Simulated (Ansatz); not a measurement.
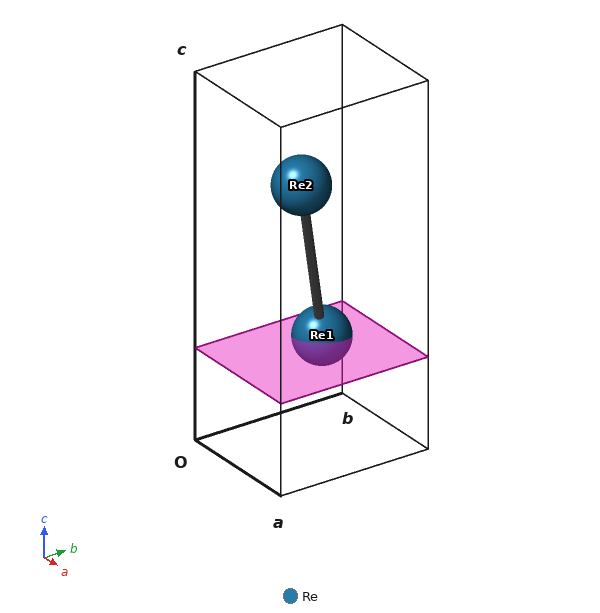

Crystal: Re, the input geometry of an electronic-structure calculation (not necessarily at equilibrium). The shaded plane is a symmetry element of the crystal. The drawing is computed from the coordinates (standard cell, symmetry found to 0.002 Å).

a = 2.765 Å, b = 2.765 Å, c = 4.474 Å, α = 90.00°, β = 90.00°, γ = 120.00°.

| atom | x | y | z |
| --- | --- | --- | --- |
| Re1 | 0.3333 | 0.6667 | 0.2500 |
| Re2 | 0.6667 | 0.3333 | 0.7500 |

### Is it a mirror or a glide plane, and what is the operation?

It is a mirror plane, parallel to (0 0 1), through (1/2, 1/2, 1/4): x, y, z → x, y, −z+1/2.

### Onto which atom does it carry each atom (up to whole multiples of a, b and c)?

Re1 → Re1, Re2 → Re2.

### What is the crystal's space group?

P6₃/mmc, No. 194.
